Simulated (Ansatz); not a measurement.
Consider GaN in the zinc blende structure (space group F-43m, No. 216; a = 4.498 Å).

One thing is altered: a hydrostatic pressure of 18 GPa.

Method: PBEsol (Ansatz, a first-principles code, PAW, no SOC).

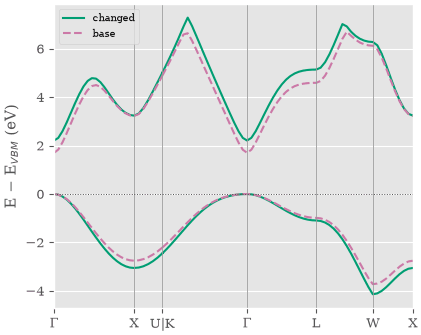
Figure. Highest valence and lowest conduction band along the path, each from its own valence-band maximum

**Question.** Read the changed gap and its character from the plot.

**Answer.** About 2.2 eV, direct at Γ.

Load acts through the strain it causes; cell and atoms are relaxed under it. Whether these cells are dynamically stable was not tested. Tetrahedral semiconductors of this kind turn to denser phases somewhere between about 1 and 50 GPa; those were not computed, so compressed cells here can lie past the real transition. This is not the structure that GaN has at room temperature and ambient pressure.
